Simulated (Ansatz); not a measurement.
C$_{2}$H$_{6}$OSi$_{2}$ (SMILES O[SiH2]C#C[SiH3])

The calculation's input:

```
crystal:
  periodic: [false, false, false]
  atoms:
    - {symbol: O, position_ang: [-1.914593, -1.887523, 1.499063]}
    - {symbol: Si, position_ang: [-0.322844, -1.495329, 1.576626]}
    - {symbol: C, position_ang: [0.129445, -0.290294, 0.275184]}
    - {symbol: C, position_ang: [0.424728, 0.521225, -0.579489]}
    - {symbol: Si, position_ang: [0.872811, 1.733012, -1.869745]}
    - {symbol: H, position_ang: [-2.553987, -1.174107, 1.511956]}
    - {symbol: H, position_ang: [0.036476, -0.879322, 2.878923]}
    - {symbol: H, position_ang: [0.421898, -2.754427, 1.369311]}
    - {symbol: H, position_ang: [1.607094, 2.861113, -1.246904]}
    - {symbol: H, position_ang: [1.730920, 1.073013, -2.883216]}
    - {symbol: H, position_ang: [-0.366647, 2.235540, -2.511109]}
basis:
  gaussian: {orbitals: def2-TZVPP}
hamiltonian: {xc: pbe0, dispersion: d4}
output: {orbitals: {seedname: orbitals}}
```

Run with:

```sh
ansatz run in.yaml --threads 4 --pin off --events-out ev --progress --plain --max-ram 10444MiB
```

Geometry: PBE0-D4/def2-TZVP.

Theory: RKS PBE0-D4/def2-TZVPP (Ansatz 0.2.0).

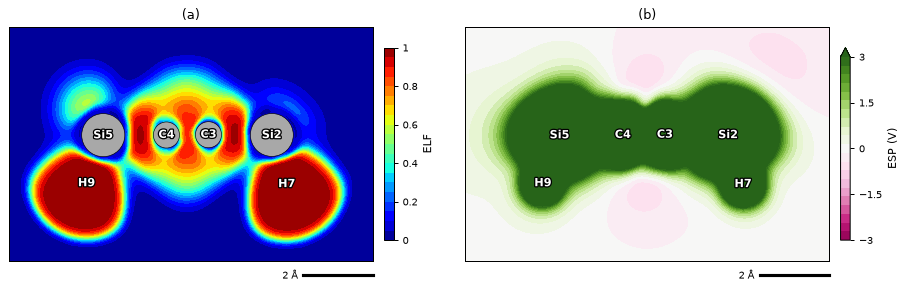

Figure 1. (a) electron localisation function; (b) molecular electrostatic potential on the plane of atoms C3, Si2 and H7. Grey discs cover the atomic cores in the ELF map.

Q: Read the bonding off the picture.

A: Atoms in the plane: Si, C and H.
C–C (1.21 Å): the ELF peaks at about 0.85 between the atoms; a multiple bond.
C–Si (1.83 Å): the ELF peaks at about 0.95 between the atoms, as expected for a shared electron pair.
Si–H (1.48 Å): the ELF climbs to about 1 towards the hydrogen, as it does in any bond to H.
Outside the dense part of the molecule the potential is most negative (−0.7 V) near C3.

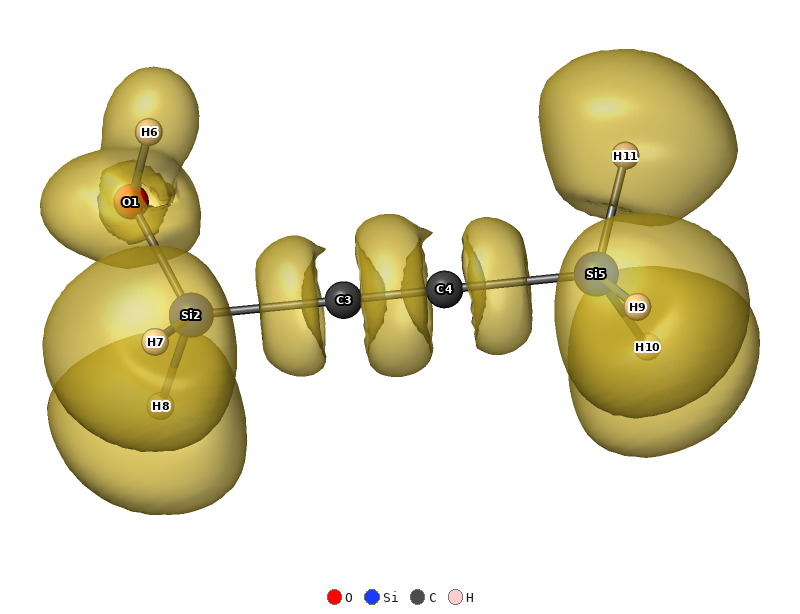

Figure 2. Isosurface of the electron localisation function at 0.75 (yellow), seen across its widest extent. Only the valence region is drawn (cores and ρ < 0.01 e/Å³ removed).

Q: What do the ELF domains correspond to?

A: The surface consists of one region between bonded C–C atoms (shared pairs), two regions between bonded C–Si atoms (shared pairs), five regions around hydrogen nuclei and one joined region spread over several atoms (H, O), in which their bonds and any lone pairs are merged.


 Si–O (1.64 Å): the ELF peaks at about 0.90 between the atoms (a polar covalent bond).

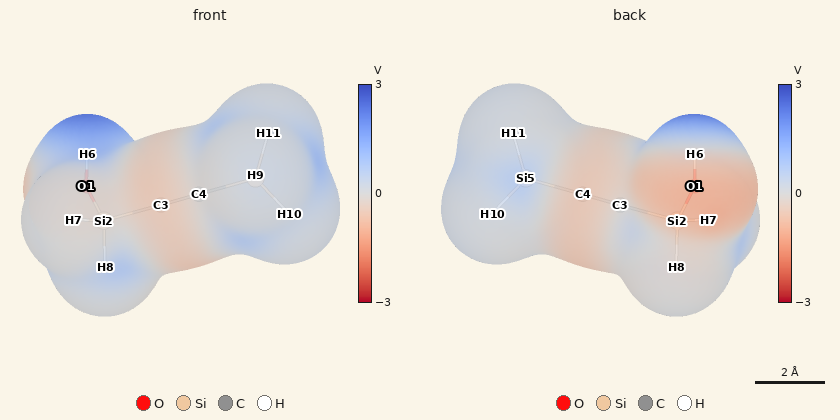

Figure 3. The molecular electrostatic potential painted on the density surface at 0.001 e/bohr³, seen from the front and from behind; red is negative and blue positive.

Q: Where is the surface potential most negative and most positive?

A: The most negative region (about −1.1 V) lies over O1, the most positive (about +2.1 V) over H6. O1 is the likeliest acceptor of a hydrogen bond.
